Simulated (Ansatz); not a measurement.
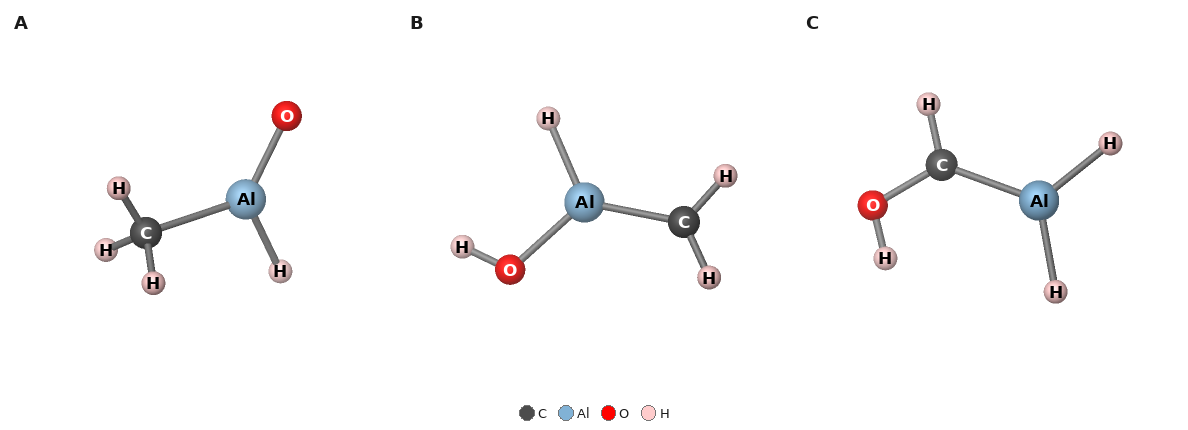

3 stationary structures of one formula. The species has charge −1 and is a spin singlet. Geometries: PBE0-D4/def2-TZVPD. Electronic energies: RHF-CCSD(T) (frozen core)/def2-TZVPPD (Ansatz 0.2.0), without zero-point energy. No frequency run is at hand to confirm each as a minimum. Each is one conformer, not always the lowest.

Question: Which is lowest in energy, and by how much?

Answer: A is lowest (Cs); B lies 0.479 eV above it (Cs), C lies 2.792 eV above it (Cs).
